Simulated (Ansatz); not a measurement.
## Run report: C2F4, geometry relaxation

- system: C2F4
- method: RKS LDA/def2-SVP (Ansatz 0.2.0)

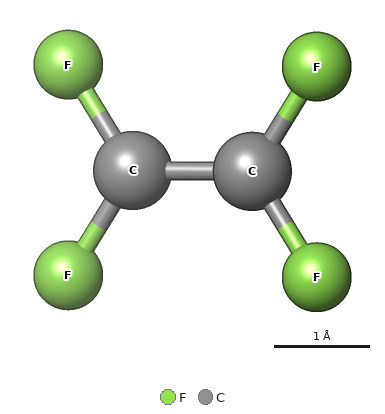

**Figure 1.** The structure as given in the input (ball-and-stick view, seen at a tilt). Bond lengths as drawn: C–C 1.34 Å and C–F 1.32 Å.

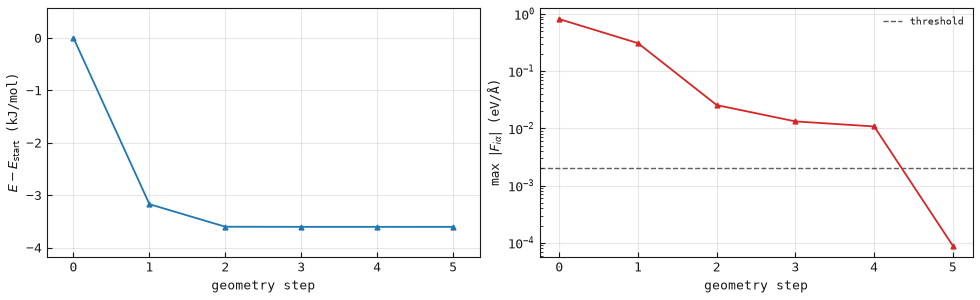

**Figure 2.** Progress of the relaxation, step by step (the first geometry is step 0 here and step 1 in the log).

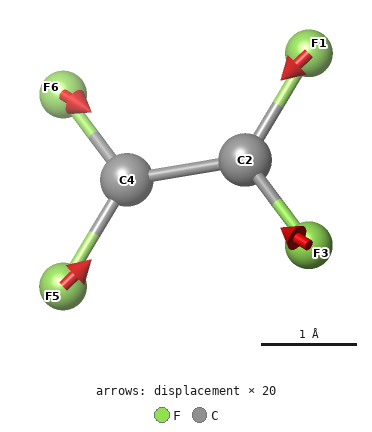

**Figure 3.** The starting structure with the displacements as red arrows, magnified 20 times (ball-and-stick view, seen at a tilt). The two geometries are laid on each other by the best rigid fit. The largest moves after the best rigid fit, 0.021 Å, are those of F1, F3, F5 and F6. Largest moves by element: F 0.021 Å, C 0.003 Å. Among the contacts that change: C2–F3 1.325 → 1.307 Å, C2–C4 1.345 → 1.338 Å. After 5 geometry steps the energy has fallen by 3.60 kJ/mol. Largest force component: 0.81 eV/Å at the start, under 0.0001 eV/Å at the end. (Atoms are counted from 1 in the order of the input.)

The input that produced these results follows, with the program's output.

The input:
```yaml
crystal:
  periodic: [false, false, false]
  atoms:
    - { symbol: F, position_ang: [-1.35672244, -0.00566005, 1.15786868] }
    - { symbol: C, position_ang: [-0.67135063, -0.0248943, 0.02427597] }
    - { symbol: F, position_ang: [-1.43338489, -0.0977327, -1.0569942] }
    - { symbol: C, position_ang: [0.67135169, 0.02486275, -0.02427555] }
    - { symbol: F, position_ang: [1.35672202, 0.00568102, -1.15786984] }
    - { symbol: F, position_ang: [1.43338425, 0.09771327, 1.05699494] }
basis:
  gaussian: { orbitals: def2-SVP }
hamiltonian:
  xc: lda
relax:
  f_tol: 0.002
  max_steps: 150
```

Launched with:
```bash
ansatz run input.yaml --threads 2 --pin off --max-ram 5120MiB --backend cpu --events-out ev --progress --plain --runs-dir out
```

What the program printed:
```
The last accepted step is kept in [file] (removed where the run ends without a failure and the disk answers)
Engine: ansatz 0.2.0, x86_64-unknown-linux-gnu
Functional definition: SPW92
  exchange = slater_x
  correlation = pw_c
908 factors; their error is unknown
mean field evaluation 1: about -12841.2673 eV, gradient 2.9e1 eV
mean field evaluation 2: about -12841.4870 eV, gradient 2.9e1 eV
mean field evaluation 4: about -12842.6643 eV, gradient 1.5e0 eV
mean field evaluation 8: about -12842.6007 eV, gradient 5.0e-2 eV
mean field evaluation 16: about -12842.6007 eV, gradient 6.5e-6 eV
mean field -12842.60065558 eV, -471.9568690652 hartree, gradient 6.5e-6 eV, S^2 0.000000; 0 other end points of the search recorded, 0 dependent functions left out
the calculation of the forces begins
reference -12842.60066730 eV, -471.9568694958 hartree; 24, 24 occupied and 60, 60 virtual orbitals, 908 factors
relax step   1: F+E_penalty+E_count = -12842.60065558 eV  Δ(F+E_penalty+E_count) = +0.000e0 eV  max|allowed force component| = 8.126e-1 eV/Å  Δτ_max = 0.0000 Å  (27 SCF iters, accepted)
these checks for a lower state are left out or cut short: starts, cluster_reference, orbital_swaps, neighbouring_geometries, increment
908 factors; their error is unknown
mean field -12842.63351637 eV, -471.9580766768 hartree, gradient 6.5e-6 eV, S^2 0.000000; 0 other end points of the search recorded, 0 dependent functions left out
the calculation of the forces begins
reference -12842.63352810 eV, -471.9580771079 hartree; 24, 24 occupied and 60, 60 virtual orbitals, 908 factors
relax step   2: F+E_penalty+E_count = -12842.63351637 eV  Δ(F+E_penalty+E_count) = -3.286e-2 eV  max|allowed force component| = 3.081e-1 eV/Å  Δτ_max = 0.0140 Å  (28 SCF iters, accepted)
these checks for a lower state are left out or cut short: starts, cluster_reference, orbital_swaps, neighbouring_geometries, increment
908 factors; their error is unknown
mean field evaluation 32: about -12842.6380 eV, gradient 7.2e-6 eV
mean field -12842.63797689 eV, -471.9582405980 hartree, gradient 7.2e-6 eV, S^2 0.000000; 0 other end points of the search recorded, 0 dependent functions left out
the calculation of the forces begins
reference -12842.63798863 eV, -471.9582410296 hartree; 24, 24 occupied and 60, 60 virtual orbitals, 908 factors
relax step   3: F+E_penalty+E_count = -12842.63797689 eV  Δ(F+E_penalty+E_count) = -4.461e-3 eV  max|allowed force component| = 2.553e-2 eV/Å  Δτ_max = 0.0070 Å  (29 SCF iters, accepted)
these checks for a lower state are left out or cut short: starts, cluster_reference, orbital_swaps, neighbouring_geometries, increment
908 factors; their error is unknown
mean field -12842.63799653 eV, -471.9582413197 hartree, gradient 4.9e-5 eV, S^2 0.000000; 0 other end points of the search recorded, 0 dependent functions left out
the calculation of the forces begins
reference -12842.63800827 eV, -471.9582417512 hartree; 24, 24 occupied and 60, 60 virtual orbitals, 908 factors
relax step   4: F+E_penalty+E_count = -12842.63799653 eV  Δ(F+E_penalty+E_count) = -1.964e-5 eV  max|allowed force component| = 1.325e-2 eV/Å  Δτ_max = 0.0005 Å  (19 SCF iters, accepted)
these checks for a lower state are left out or cut short: starts, cluster_reference, orbital_swaps, neighbouring_geometries, increment
908 factors; their error is unknown
mean field -12842.63799811 eV, -471.9582413778 hartree, gradient 3.1e-5 eV, S^2 0.000000; 0 other end points of the search recorded, 0 dependent functions left out
the calculation of the forces begins
reference -12842.63800985 eV, -471.9582418093 hartree; 24, 24 occupied and 60, 60 virtual orbitals, 908 factors
relax step   5: F+E_penalty+E_count = -12842.63799811 eV  Δ(F+E_penalty+E_count) = -1.582e-6 eV  max|allowed force component| = 1.082e-2 eV/Å  Δτ_max = 0.0004 Å  (19 SCF iters, accepted)
these checks for a lower state are left out or cut short: starts, cluster_reference, orbital_swaps, neighbouring_geometries, increment
908 factors; their error is unknown
mean field -12842.63800069 eV, -471.9582414726 hartree, gradient 1.0e-5 eV, S^2 0.000000; 0 other end points of the search recorded, 0 dependent functions left out
the calculation of the forces begins
reference -12842.63801243 eV, -471.9582419041 hartree; 24, 24 occupied and 60, 60 virtual orbitals, 908 factors
relax step   6: F+E_penalty+E_count = -12842.63800069 eV  Δ(F+E_penalty+E_count) = -2.579e-6 eV  max|allowed force component| = 8.936e-5 eV/Å  Δτ_max = 0.0002 Å  (18 SCF iters, accepted)
908 factors; their error is unknown
mean field evaluation 64: about -12842.6380 eV, gradient 7.9e-5 eV
mean field -12842.63800069 eV, -471.9582414726 hartree, gradient 1.0e-5 eV, S^2 0.000000; 1 other end points of the search recorded, 0 dependent functions left out
the calculation of the forces begins
reference -12842.63801243 eV, -471.9582419041 hartree; 24, 24 occupied and 60, 60 virtual orbitals, 908 factors
Total energy: -12842.63801243 eV, -471.9582419041 hartree
Atom 0 at    -1.340892    -0.005613     1.144238 Å, force     0.000017    -0.000010    -0.000046 eV/Å
Atom 1 at    -0.667931    -0.024759     0.024148 Å, force    -0.000089     0.000014     0.000002 eV/Å
Atom 2 at    -1.416656    -0.096582    -1.044541 Å, force     0.000020    -0.000006     0.000045 eV/Å
Atom 3 at     0.667931     0.024745    -0.024149 Å, force     0.000088     0.000021    -0.000003 eV/Å
Atom 4 at     1.340893     0.005605    -1.144238 Å, force    -0.000016    -0.000008     0.000046 eV/Å
Atom 5 at     1.416654     0.096574     1.044542 Å, force    -0.000019    -0.000011    -0.000045 eV/Å
Dipole moment:     0.000000    -0.000000     0.000000 e Å
```

Trajectory as extended XYZ (Å, eV, eV/Å), 6 frames, from step=1 to step=6:
```
6
Properties=species:S:1:pos:R:3:forces:R:3 step=1 energy=-12842.60066
F    -1.3567   -0.0057    1.1579    0.5147  -0.0130  -0.8126
C    -0.6714   -0.0249    0.0243   -0.5214  -0.0192   0.0187
F    -1.4334   -0.0977   -1.0570    0.5696   0.0530   0.7735
C     0.6714    0.0249   -0.0243    0.5214   0.0194  -0.0187
F     1.3567    0.0057   -1.1579   -0.5147   0.0128   0.8126
F     1.4334    0.0977    1.0570   -0.5696  -0.0531  -0.7735
6
Properties=species:S:1:pos:R:3:forces:R:3 step=2 energy=-12842.63352
F    -1.3462   -0.0056    1.1486    0.1907  -0.0043  -0.2890
C    -0.6682   -0.0248    0.0242   -0.3081  -0.0115   0.0110
F    -1.4222   -0.0970   -1.0485    0.2102   0.0192   0.2746
C     0.6682    0.0248   -0.0242    0.3081   0.0114  -0.0110
F     1.3462    0.0056   -1.1486   -0.1907   0.0043   0.2890
F     1.4222    0.0969    1.0485   -0.2102  -0.0191  -0.2746
6
Properties=species:S:1:pos:R:3:forces:R:3 step=3 energy=-12842.63798
F    -1.3412   -0.0056    1.1437    0.0007   0.0006   0.0146
C    -0.6677   -0.0248    0.0241   -0.0255  -0.0008   0.0009
F    -1.4169   -0.0966   -1.0440   -0.0003  -0.0006  -0.0146
C     0.6677    0.0247   -0.0241    0.0255   0.0010  -0.0009
F     1.3412    0.0056   -1.1437   -0.0007  -0.0007  -0.0146
F     1.4169    0.0966    1.0440    0.0003   0.0006   0.0146
6
Properties=species:S:1:pos:R:3:forces:R:3 step=4 energy=-12842.63800
F    -1.3408   -0.0056    1.1441   -0.0022   0.0002   0.0061
C    -0.6678   -0.0248    0.0241   -0.0133  -0.0005   0.0005
F    -1.4166   -0.0966   -1.0444   -0.0026  -0.0003  -0.0059
C     0.6678    0.0247   -0.0241    0.0133   0.0005  -0.0005
F     1.3408    0.0056   -1.1441    0.0022  -0.0002  -0.0061
F     1.4166    0.0966    1.0444    0.0026   0.0003   0.0059
6
Properties=species:S:1:pos:R:3:forces:R:3 step=5 energy=-12842.63800
F    -1.3411   -0.0056    1.1442    0.0027   0.0000  -0.0019
C    -0.6681   -0.0248    0.0242    0.0108   0.0004  -0.0004
F    -1.4169   -0.0966   -1.0445    0.0028   0.0002   0.0017
C     0.6681    0.0248   -0.0242   -0.0108  -0.0004   0.0004
F     1.3411    0.0056   -1.1442   -0.0027   0.0000   0.0019
F     1.4169    0.0966    1.0445   -0.0028  -0.0002  -0.0017
6
Properties=species:S:1:pos:R:3:forces:R:3 step=6 energy=-12842.63800
F    -1.3409   -0.0056    1.1442    0.0000   0.0000   0.0000
C    -0.6679   -0.0248    0.0241   -0.0001   0.0000   0.0000
F    -1.4167   -0.0966   -1.0445    0.0000   0.0000   0.0000
C     0.6679    0.0247   -0.0241    0.0001   0.0000   0.0000
F     1.3409    0.0056   -1.1442    0.0000   0.0000   0.0000
F     1.4167    0.0966    1.0445    0.0000   0.0000   0.0000
```

Results in brief:

- outcome: converged
- total energy: −12842.6380 eV
- SCF solution under orbital rotations: stable
- largest force (length of the vector) at the end: under 0.001 eV/Å
- hardware: 2 threads of Intel Xeon @ 2.50GHz (Skylake/Cascade Lake), 189 GiB of memory available, shared host
- wall time: 28 s (CPU time 19 s)
- peak memory: 0.12 GiB
